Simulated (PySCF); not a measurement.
**C₄H₅FN₂: a tour of settings**

Which settings matter for C₄H₅FN₂ (`Cn1cc(F)cn1`), and how do bad ones show?

The runs use PySCF 2.14.0, with density-fitted response routines of our own; the level of theory stands in each step. All values are computed, except where a source is named. Atoms count from 0, in the outputs and in this text.

## (1) The starting structure

12 atoms, charge 0, multiplicity 1; geometry from: GFN2-xTB.

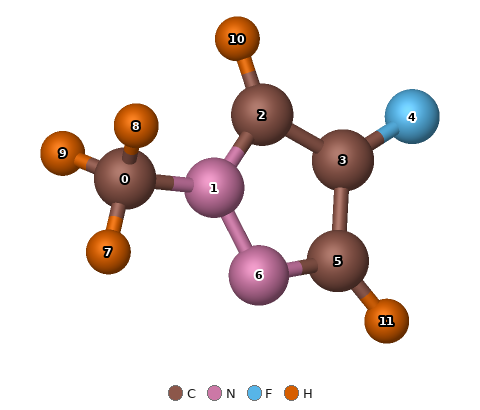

As it starts; carbon brown, nitrogen pink, fluorine blue, hydrogen orange, atoms numbered; sticks join atoms by distance.

## (2) Nuclear shieldings: PBE0/pcSseg-1

What the job is given:

```
{"job": {"kind": "nmr", "xc": "PBE0", "basis": "pcSseg-1"}, "charge": 0, "multiplicity": 1}
C     -1.863471    -0.010885     0.051668
N     -0.431749    -0.089855     0.022256
C      0.440687     0.926268    -0.137881
C      1.690464     0.347382    -0.096599
F      2.867277     0.977875    -0.211939
C      1.477174    -1.021403     0.091637
N      0.179355    -1.256455     0.160034
H     -2.241920    -1.017348     0.215937
H     -2.196119     0.639495     0.862390
H     -2.249247     0.372666    -0.894785
H      0.136167     1.943907    -0.266057
H      2.192579    -1.812332     0.177311
```

Level: GIAO PBE0/pcSseg-1 NMR shielding, non-relativistic, gas phase.

Run with:

```sh
> OMP_NUM_THREADS=1 python probes_run.py task.json out
```

This one command runs all jobs of the session in turn.

Output:

```text
coarse grid: 10656 points
cycle   1  E = -364.2128910932  dE =  1.377e+00  |g| = 4.919e-01  |ddm| = 3.203e+00
cycle   2  E = -364.1749084128  dE =  3.798e-02  |g| = 6.958e-01  |ddm| = 9.533e-01
cycle   3  E = -364.2573475152  dE = -8.244e-02  |g| = 9.728e-02  |ddm| = 5.591e-01
cycle   4  E = -364.2589365189  dE = -1.589e-03  |g| = 4.748e-02  |ddm| = 1.000e-01
cycle   5  E = -364.2594340179  dE = -4.975e-04  |g| = 1.101e-02  |ddm| = 4.327e-02
cycle   6  E = -364.2594583861  dE = -2.437e-05  |g| = 3.187e-03  |ddm| = 1.080e-02
cycle   7  E = -364.2594603329  dE = -1.947e-06  |g| = 8.985e-04  |ddm| = 2.709e-03
final grid: 105280 points
cycle   8  E = -364.3038766410  dE = -3.434e-05  |g| = 7.090e-03  |ddm| = 2.976e-02
cycle   9  E = -364.3038704801  dE =  6.161e-06  |g| = 9.361e-03  |ddm| = 1.349e-02
cycle  10  E = -364.3038877505  dE = -1.727e-05  |g| = 1.519e-03  |ddm| = 8.096e-03
cycle  11  E = -364.3038882022  dE = -4.517e-07  |g| = 3.917e-04  |ddm| = 1.417e-03
cycle  12  E = -364.3038882305  dE = -2.829e-08  |g| = 1.404e-04  |ddm| = 3.470e-04
cycle  13  E = -364.3038882340  dE = -3.534e-09  |g| = 2.452e-05  |ddm| = 1.134e-04
cycle  14  E = -364.3038882342  dE = -1.326e-10  |g| = 6.664e-06  |ddm| = 2.300e-05
converged SCF energy = -364.3038882342

GIAO shielding tensors (ppm)
atom      isotropic    diamagn.    paramagn.     s11        s22        s33       span
  0 C      146.005     244.593     -98.587    118.833    130.184    188.999     70.166
  1 N       53.865     331.228    -277.364    -72.591     89.258    144.927    217.518
  2 C       68.369     254.201    -185.832      6.169     55.933    143.005    136.836
  3 C       25.038     256.137    -231.099    -19.809     25.309     69.613     89.422
  4 F      356.706     470.762    -114.057    297.206    328.247    444.663    147.457
  5 C       58.392     254.715    -196.323    -11.531     51.685    135.022    146.553
  6 N      -76.948     322.948    -399.896   -299.268    -88.260    156.685    455.952
  7 H       27.546      28.620      -1.075     23.268     26.881     32.488      9.220
  8 H       27.831      28.700      -0.869     23.538     26.133     33.823     10.285
  9 H       27.819      28.659      -0.840     23.572     26.041     33.844     10.272
 10 H       24.453      31.879      -7.427     22.013     24.361     26.983      4.970
 11 H       24.421      30.082      -5.660     22.243     24.767     26.254      4.011
```

It took 22 s on 1 thread of Arm Neoverse N1, shared host; peak memory 0.67 GiB.

The references, computed at this level on geometries of the same kind, shield at (ppm): 1H TMS 31.72, 13C TMS 186.9, 19F CFCl3 170.9, 15N NH3 267.7. Their shielding less the atom's gives the shift. The references are single molecules in the gas phase, so shifts against H2O, NH3, PH3, H3PO4 or CFCl3 are not on the usual liquid scales and can be off by tens of ppm. Atoms listed in one row are averaged.

```
     atoms                                         environment  σ (ppm)  δ (ppm)  δ scaled to CDCl3
        C3                    aromatic carbon bearing fluorine     25.0    161.9              156.1
        C5                 aromatic CH next to a ring nitrogen     58.4    128.5              123.5
        C2                 aromatic CH next to a ring nitrogen     68.4    118.6              113.8
        C0                           methyl carbon bonded to N    146.0     40.9               38.0
       H11  hydrogen on an aromatic CH next to a ring nitrogen    24.42     7.30               6.98
       H10  hydrogen on an aromatic CH next to a ring nitrogen    24.45     7.26               6.95
H7, H8, H9             hydrogen on a methyl carbon bonded to N    27.73     3.98               3.86
        N6                  pyridine-type nitrogen of an azole    -76.9    344.7                  –
        N1                          pyrrole-type ring nitrogen     53.9    213.9                  –
        F4                                       aryl fluorine    356.7   -185.8                  –
```

The scaled column applies a straight-line fit of computed shieldings to shifts measured in CDCl3, and one for carbons that bear F (root-mean-square error 0.16 ppm for H, 1.9 ppm for C).

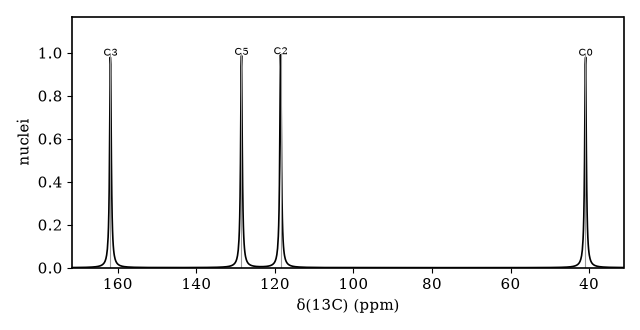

13C lines at the computed shifts, without couplings. Lines are broadened to a width of 0.48 ppm (Lorentzian).

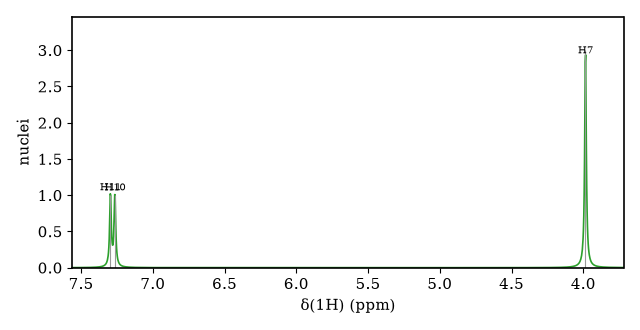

1H lines at the computed shifts, without couplings. Lines are broadened to a width of 0.01 ppm (Lorentzian).

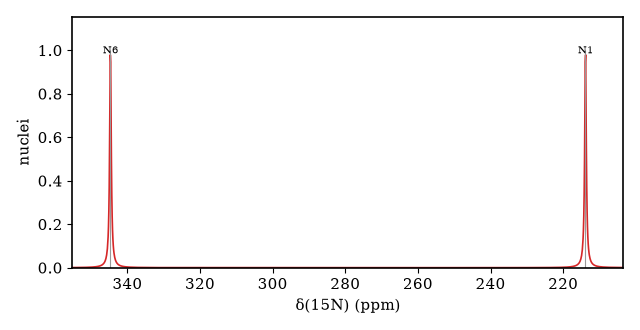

15N lines at the computed shifts, without couplings. Lines are broadened to a width of 0.52 ppm (Lorentzian).

The run also stored atomic charges by several schemes (e):

```
atoms  Mulliken    IAO  Hirshfeld  ESP fit
   C0     -0.03  -0.31      -0.05    -0.29
   N1     -0.44   0.05       0.05     0.41
   C2      0.17  -0.17      -0.05    -0.35
   C3      0.11   0.21       0.04     0.16
   F4     -0.27  -0.26      -0.09    -0.15
   C5      0.08  -0.12      -0.05    -0.05
   N6     -0.22  -0.24      -0.14    -0.48
```

Mulliken charges:

```
atom  value (e)
  C0      -0.03
  N1      -0.44
  C2       0.17
  C3       0.11
  F4      -0.27
  C5       0.08
  N6      -0.22
  H7       0.14
  H8       0.13
  H9       0.13
 H10       0.11
 H11       0.11
```

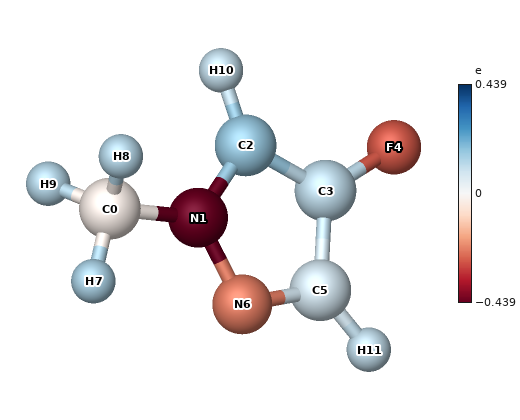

Mulliken charges, as colours on the atoms.

Mayer bond orders: C0–N1 0.90, N1–C2 1.11, C2–C3 1.43, C3–F4 0.97, C3–C5 1.34, C5–N6 1.50, N6–N1 1.23.

Ring of atoms N1, C2, C3, C5, N6: NICS(0) -15.3, NICS(1) -11.6, NICS(1)zz -29.3 ppm (means of both faces).

## (3) Excited states and response: PBE0/def2-SVPD

Settings changed since step 2:

```diff
@@ -1,2 +1,2 @@
-{"job": {"kind": "nmr", "xc": "PBE0", "basis": "pcSseg-1"}, "charge": 0, "multiplicity": 1}
+{"job": {"kind": "uv", "xc": "PBE0", "basis": "def2-SVPD", "nstates": 6, "ntriplets": 2}, "charge": 0, "multiplicity": 1}
 C     -1.863471    -0.010885     0.051668
```

Method: TDDFT PBE0/def2-SVPD, vertical, gas phase, core orbitals frozen in the response.

Output:

```text
coarse grid: 10656 points
cycle   1  E = -364.0090839707  dE =  1.316e+00  |g| = 4.619e-01  |ddm| = 5.930e+00
cycle   2  E = -363.9710076217  dE =  3.808e-02  |g| = 6.594e-01  |ddm| = 1.642e+00
cycle   3  E = -364.0508645116  dE = -7.986e-02  |g| = 9.632e-02  |ddm| = 9.074e-01
cycle   4  E = -364.0525209947  dE = -1.656e-03  |g| = 4.481e-02  |ddm| = 1.709e-01
cycle   5  E = -364.0529789459  dE = -4.580e-04  |g| = 1.050e-02  |ddm| = 7.794e-02
cycle   6  E = -364.0530019493  dE = -2.300e-05  |g| = 3.265e-03  |ddm| = 2.581e-02
cycle   7  E = -364.0530041067  dE = -2.157e-06  |g| = 8.500e-04  |ddm| = 5.059e-03
final grid: 105280 points
cycle   8  E = -364.0970997348  dE = -3.104e-05  |g| = 7.036e-03  |ddm| = 1.069e-01
cycle   9  E = -364.0970916396  dE =  8.095e-06  |g| = 9.646e-03  |ddm| = 3.163e-02
cycle  10  E = -364.0971108640  dE = -1.922e-05  |g| = 1.539e-03  |ddm| = 1.709e-02
cycle  11  E = -364.0971113751  dE = -5.111e-07  |g| = 3.929e-04  |ddm| = 3.027e-03
cycle  12  E = -364.0971114047  dE = -2.956e-08  |g| = 1.207e-04  |ddm| = 9.914e-04
cycle  13  E = -364.0971114075  dE = -2.817e-09  |g| = 2.431e-05  |ddm| = 2.272e-04
cycle  14  E = -364.0971114076  dE = -1.362e-10  |g| = 5.351e-06  |ddm| = 5.790e-05
converged SCF energy = -364.0971114076

Static polarisability (au): isotropic 59.481, principal 40.816 61.849 75.777

Singlet excitations
state   eV       nm        f      main configurations
  1   6.3666    194.7   0.12654   H->L 0.85
  2   6.6825    185.5   0.01974   H->L+1 0.96
  3   6.8030    182.2   0.00681   H-2->L 0.96
  4   6.9847    177.5   0.08835   H-1->L 0.81, H->L+3 0.09
  5   7.0807    175.1   0.00608   H->L+2 0.85
  6   7.1005    174.6   0.00385   H-1->L+1 0.90

Triplet excitations (Tamm-Dancoff, eV): 4.6233 5.0126
```

Wall time 34 s (1 thread of Arm Neoverse N1, shared host); peak memory 0.75 GiB.

The orbitals next to the gap, with their largest atomic shares:

```
orbital      eV                      atoms
 HOMO−3  -10.93  F4 37 %, C2 15 %, C3 15 %
 HOMO−2   -8.47  N6 62 %, C5 12 %, N1 10 %
 HOMO−1   -7.56  C5 24 %, N6 23 %, N1 20 %
   HOMO   -7.09  C3 28 %, N1 16 %, C2 15 %
   LUMO    0.14  N6 24 %, C2 20 %, N1 19 %
 LUMO+1    0.65  C0 35 %, C2 14 %, H8 13 %
 LUMO+2    1.34  C3 35 %, F4 24 %, C5 11 %
```

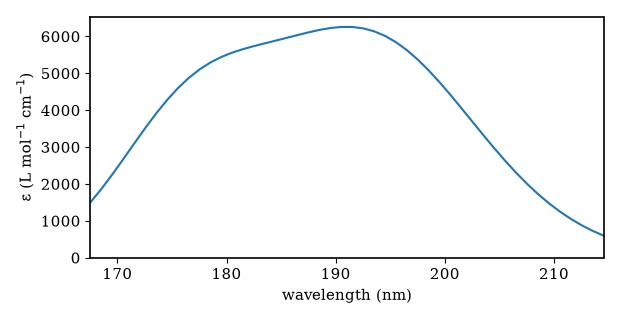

Absorption spectrum: each of the 6 states is a Gaussian band of 0.4 eV half-width at 1/e. Beyond the last state computed it falls off for lack of states.

Further results of this job:

```
           property  computed
  dipole moment (D)      2.79
polarisability (Å³)      8.81
 HOMO–LUMO gap (eV)      7.22
      −ε(HOMO) (eV)      7.09
```

## (4) TDDFT and polarisability: PBE0/def2-SVPD

Settings changed since step 3:

```diff
@@ -1,2 +1,2 @@
-{"job": {"kind": "uv", "xc": "PBE0", "basis": "def2-SVPD", "nstates": 6, "ntriplets": 2}, "charge": 0, "multiplicity": 1}
+{"job": {"kind": "uv", "xc": "PBE0", "basis": "def2-SVPD", "nstates": 12, "ntriplets": 2, "tda": true, "scf": {"conv": 1e-06}}, "charge": 0, "multiplicity": 1}
 C     -1.863471    -0.010885     0.051668
```

With the program's defaults for keys left out, this is: TDA PBE0/def2-SVPD, vertical, gas phase, core orbitals frozen in the response.

Output:

```text
final grid: 105280 points
cycle   1  E = -364.0532890939  dE =  1.318e+00  |g| = 4.622e-01  |ddm| = 5.930e+00
cycle   2  E = -364.0146948272  dE =  3.859e-02  |g| = 6.619e-01  |ddm| = 1.619e+00
cycle   3  E = -364.0950359836  dE = -8.034e-02  |g| = 9.472e-02  |ddm| = 8.999e-01
cycle   4  E = -364.0966315800  dE = -1.596e-03  |g| = 4.453e-02  |ddm| = 1.691e-01
cycle   5  E = -364.0970863742  dE = -4.548e-04  |g| = 1.045e-02  |ddm| = 7.733e-02
cycle   6  E = -364.0971090374  dE = -2.266e-05  |g| = 3.312e-03  |ddm| = 2.531e-02
cycle   7  E = -364.0971112402  dE = -2.203e-06  |g| = 8.655e-04  |ddm| = 5.005e-03
cycle   8  E = -364.0971113947  dE = -1.545e-07  |g| = 2.316e-04  |ddm| = 1.516e-03
converged SCF energy = -364.0971113947

Static polarisability (au): isotropic 59.479, principal 40.815 61.849 75.775

Singlet excitations
state   eV       nm        f      main configurations
  1   6.5559    189.1   0.13912   H->L 0.75, H-1->L+3 0.11
  2   6.6860    185.4   0.02146   H->L+1 0.97
  3   6.8651    180.6   0.01002   H-2->L 0.95
  4   7.0942    174.8   0.00216   H->L+2 0.50, H-1->L+1 0.45
  5   7.1072    174.4   0.00870   H-1->L+1 0.52, H->L+2 0.41
  6   7.2707    170.5   0.10152   H-1->L 0.69, H->L+3 0.14, H->L 0.10
  7   7.6730    161.6   0.00053   H-1->L+2 0.85
  8   7.7332    160.3   0.00016   H->L+4 0.85
  9   7.8781    157.4   0.00009   H->L+5 0.94
 10   8.1386    152.3   0.03859   H-2->L+1 0.92
 11   8.1713    151.7   0.00010   H-1->L+4 0.77, H-1->L+5 0.14
 12   8.3056    149.3   0.02002   H-1->L+5 0.83, H-1->L+4 0.14

Triplet excitations (Tamm-Dancoff, eV): 4.6233 5.0127
```

Run time: 30 s. Hardware: 1 thread of Arm Neoverse N1, shared host; peak memory 0.73 GiB.

Key values: HOMO -7.09 eV, LUMO 0.13 eV; lowest singlet 6.56 eV.

## (5) Shielding tensors: PW91/pcSseg-1

Settings changed since step 4:

```diff
@@ -1,2 +1,2 @@
-{"job": {"kind": "uv", "xc": "PBE0", "basis": "def2-SVPD", "nstates": 12, "ntriplets": 2, "tda": true, "scf": {"conv": 1e-06}}, "charge": 0, "multiplicity": 1}
+{"job": {"kind": "nmr", "xc": "PW91", "basis": "pcSseg-1", "pop": true}, "charge": 0, "multiplicity": 1}
 C     -1.863471    -0.010885     0.051668
```

Method: GIAO PW91/pcSseg-1 NMR shielding, non-relativistic, gas phase.

Output:

```text
coarse grid: 10656 points
cycle   1  E = -364.4606606254  dE =  1.145e+00  |g| = 5.691e-01  |ddm| = 3.252e+00
cycle   2  E = -364.3493249188  dE =  1.113e-01  |g| = 9.657e-01  |ddm| = 1.401e+00
cycle   3  E = -364.5152822351  dE = -1.660e-01  |g| = 2.284e-01  |ddm| = 9.291e-01
cycle   4  E = -364.5262141936  dE = -1.093e-02  |g| = 7.243e-02  |ddm| = 2.323e-01
cycle   5  E = -364.5273749452  dE = -1.161e-03  |g| = 2.575e-02  |ddm| = 7.839e-02
cycle   6  E = -364.5275167262  dE = -1.418e-04  |g| = 4.528e-03  |ddm| = 2.402e-02
cycle   7  E = -364.5275195449  dE = -2.819e-06  |g| = 2.497e-03  |ddm| = 5.187e-03
final grid: 105280 points
cycle   8  E = -364.5907450799  dE = -3.926e-05  |g| = 1.185e-02  |ddm| = 4.281e-02
cycle   9  E = -364.5906742543  dE =  7.083e-05  |g| = 2.249e-02  |ddm| = 2.883e-02
cycle  10  E = -364.5907726090  dE = -9.835e-05  |g| = 3.413e-03  |ddm| = 2.105e-02
cycle  11  E = -364.5907750560  dE = -2.447e-06  |g| = 1.032e-03  |ddm| = 3.352e-03
cycle  12  E = -364.5907752672  dE = -2.113e-07  |g| = 2.435e-04  |ddm| = 9.501e-04
cycle  13  E = -364.5907752802  dE = -1.292e-08  |g| = 4.204e-05  |ddm| = 2.059e-04
cycle  14  E = -364.5907752805  dE = -3.630e-10  |g| = 1.651e-05  |ddm| = 4.464e-05
converged SCF energy = -364.5907752805

GIAO shielding tensors (ppm)
atom      isotropic    diamagn.    paramagn.     s11        s22        s33       span
  0 C      139.772     244.873    -105.101    110.880    123.466    184.968     74.088
  1 N       50.718     330.531    -279.813    -66.990     86.916    132.228    199.218
  2 C       66.946     253.747    -186.801      6.181     57.375    137.282    131.100
  3 C       18.345     256.011    -237.667    -20.513     16.855     58.692     79.204
  4 F      336.456     470.467    -134.012    272.585    303.342    433.440    160.855
  5 C       56.518     254.402    -197.884     -8.463     50.563    127.454    135.917
  6 N      -73.432     324.018    -397.450   -283.164    -82.421    145.289    428.453
  7 H       27.618      28.788      -1.170     23.725     26.985     32.144      8.419
  8 H       27.769      28.819      -1.050     23.658     26.128     33.519      9.861
  9 H       27.755      28.777      -1.022     23.689     26.038     33.540      9.851
 10 H       24.612      32.335      -7.723     22.494     24.245     27.097      4.603
 11 H       24.623      30.400      -5.778     22.686     24.756     26.425      3.739
```

Run time: 29 s. Hardware: 1 thread of Arm Neoverse N1, shared host; peak memory 0.66 GiB.

This run: δ C3 163.1, C5 125.0, C2 114.5, C0 41.7, H10 7.04, H11 7.03 ppm.

## (6) NMR shieldings: KT2/pcSseg-1

Settings changed since step 5:

```diff
@@ -1,2 +1,2 @@
-{"job": {"kind": "nmr", "xc": "PW91", "basis": "pcSseg-1", "pop": true}, "charge": 0, "multiplicity": 1}
+{"job": {"kind": "nmr", "xc": "KT2", "basis": "pcSseg-1", "pop": true, "scf": {"aux": "def2-universal-jfit", "max_cycle": 100}}, "charge": -1, "multiplicity": 1}
 C     -1.863471    -0.010885     0.051668
```

Method: KT2/pcSseg-1.

Output:

```text
RuntimeError: Electron number 53 and spin 0 are not consistent
Note mol.spin = 2S = Nalpha - Nbeta, not 2S+1
```

Hardware: 1 thread of Arm Neoverse N1, shared host.

Why it failed: Charge and multiplicity don't fit the number of electrons: an even count needs an odd multiplicity, and the reverse. Cure: mend the charge or the multiplicity.

## (7) Run by run: NMR shifts

Shifts (ppm) of some atoms, chosen among heavy atoms and hydrogens apart, with basis size and wall time:

```
          run     C5     C2   H11   H10     N6     N1      F4  functions  time
PBE0/pcSseg-1  128.5  118.6  7.30  7.26  344.7  213.9  -185.8        144  22 s
PW91/pcSseg-1  125.0  114.5  7.03  7.04  340.4  216.2  -199.0        144  29 s
```

## (8) Outcome

| quantity | value |
| --- | --- |
| 13C shifts against TMS (PBE0/pcSseg-1) | 161.9, 128.5, 118.6, 40.9 ppm |
| 1H shifts against TMS (PBE0/pcSseg-1, means over atoms taken as alike) | 7.30, 7.26, 3.98 ppm |
| 15N shifts against NH3 (PBE0/pcSseg-1) | 344.7, 213.9 ppm |
| 19F shifts against CFCl3 (PBE0/pcSseg-1) | -185.8 ppm |
| lowest singlet (PBE0/def2-SVPD) | 6.37 eV (195 nm), f = 0.127 |
| lowest triplet | 4.62 eV |
| range of the shift of F4 | -199.0 to -185.8 ppm |
| property runs in this session | 5, of which 1 failed and 0 gave unsound results |

In words: Single values in the summary come from the first run of each kind that ended normally (PBE0/pcSseg-1; PBE0/def2-SVPD), which need not be the best level. At PBE0/pcSseg-1: The widest tensor belongs to N6: span 456 ppm, with a paramagnetic part of -400 ppm. NICS(1)zz of -29 ppm above the planar ring from N1 marks a diatropic (aromatic) ring current. The lowest singlet, at 6.37 eV, is HOMO→LUMO 0.85 and is bright. The lowest triplet lies 1.74 eV below the lowest singlet (triplets in Tamm-Dancoff, singlets in full TDDFT). In ppm, F4 moves most: its shift spreads over 13.3 ppm, from -199.0 (PW91/pcSseg-1) to -185.8 (PBE0/pcSseg-1).
